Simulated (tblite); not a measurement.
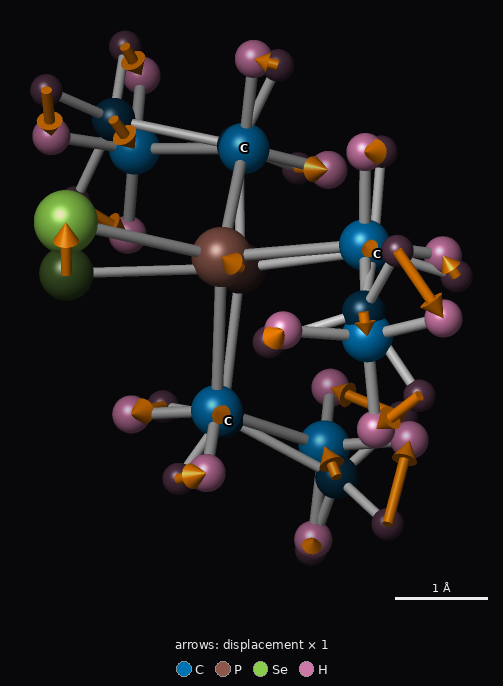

A relaxation of C6H15PSe. The starting structure is drawn faded, the final one solid; orange arrows show the displacements, at their true length. The two geometries are superimposed by the best rigid fit.

A ball-and-stick model, seen from a free direction.

Method: tblite, GFN2-xTB geometry optimisation, gas phase. 

Question: What happened in the run?

Answer: After 121 geometry steps the energy has fallen by 19.6 kcal/mol. An H atom moves most after the best rigid fit: 1.05 Å. By element the largest moves are H 1.05 Å, Se 0.66 Å, C 0.51 Å, P 0.35 Å. Some distances before and after: P–Se 2.187 → 2.095 Å, C–P 1.793 → 1.848 Å, C–C 1.486 → 1.521 Å, C–H 1.116 → 1.090 Å. Among the angles between lasting bonds that change: Se–P–C 94.5° → 111.3°, C–P–C 114.2° → 107.0°, C–P–C 114.5° → 107.5°. Groups turn about C–C by about 35°, C–P by about 25°, C–P by about 25°.
